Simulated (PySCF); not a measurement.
# C5H6BF: electronic excitations and core binding energies

Aim: predict the electronic excitations and core binding energies of C5H6BF (`BC#C/C=C\CF`).

Computed with PySCF 2.14.0, with density-fitted response routines of our own, on a single molecule in the gas phase. Atoms are numbered from 0 throughout.

## (1) The molecule as given

13 atoms, charge 0, multiplicity 1; geometry from: GFN2-xTB.

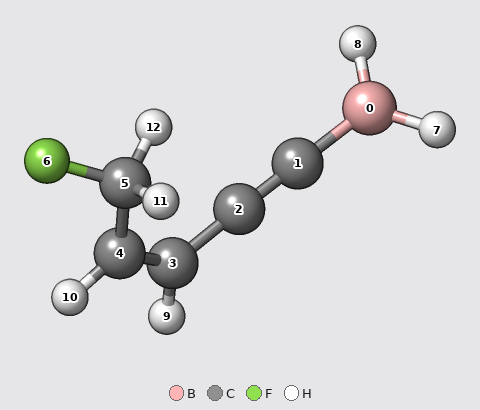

As it starts; boron pink, carbon grey, fluorine green, hydrogen white, atoms numbered; sticks join atoms by distance.

## (2) Excited states and response: CAM-B3LYP/def2-SVPD

What the job is given:

```
{"job": {"kind": "uv", "xc": "CAM-B3LYP", "basis": "def2-SVPD", "nstates": 8, "ntriplets": 3}, "charge": 0, "multiplicity": 1}
B      3.193275     0.145812     0.148546
C      1.797998    -0.210555    -0.232281
C      0.657982    -0.508191    -0.537077
C     -0.644171    -0.878352    -0.910184
C     -1.755366    -0.373358    -0.374496
C     -1.754307     0.654789     0.707588
F     -2.845945     1.483012     0.589520
H      3.805712    -0.586811     0.824796
H      3.660255     1.150253    -0.228204
H     -0.700433    -1.641034    -1.676357
H     -2.729652    -0.706780    -0.698709
H     -1.831714     0.187578     1.699241
H     -0.858023     1.284124     0.669889
```

Level: TDDFT CAM-B3LYP/def2-SVPD, vertical, gas phase, core orbitals frozen in the response.

Launch:

```sh
$ OMP_NUM_THREADS=1 python probes_run.py task.json out
```

One launch serves the whole session: the jobs run in the order shown.

**Question.** This job is followed by: delta-SCF UKS SCAN, pcX-2 on the ionised atom, pcseg-1 elsewhere, spin-free X2C. What will the session give for the following? lowest singlet (CAM-B3LYP/def2-SVPD); brightest single state of those computed; lowest triplet; C1s binding energies, SCAN/pcX-2 (standing for 4 of 5 atoms); F1s binding energies, SCAN/pcX-2.

**Answer**, as computed:

```
                                                    quantity                                          value
                        lowest singlet (CAM-B3LYP/def2-SVPD)                    3.46 eV (358 nm), f = 0.007
                    brightest single state of those computed                    state 3, 5.85 eV, f = 0.357
                                              lowest triplet                                        3.10 eV
C1s binding energies, SCAN/pcX-2 (standing for 4 of 5 atoms)  C5 293.26, C3 291.43, C4 290.60, C1 290.05 eV
                            F1s binding energies, SCAN/pcX-2                                   F6 692.39 eV
```

In words: The lowest singlet, at 3.46 eV, is HOMO→LUMO 0.91 and is weak; of the 8 states computed, the strongest absorption comes from state 3 at 5.85 eV. The lowest triplet lies 0.36 eV below the lowest singlet (triplets in Tamm-Dancoff, singlets in full TDDFT). C5 (allylic sp3 CH2 bonded to F) binds its C1s electron 3.21 eV more tightly than C1 (alkyne carbon). Only 4 of the 5 C atoms are covered by sound results.
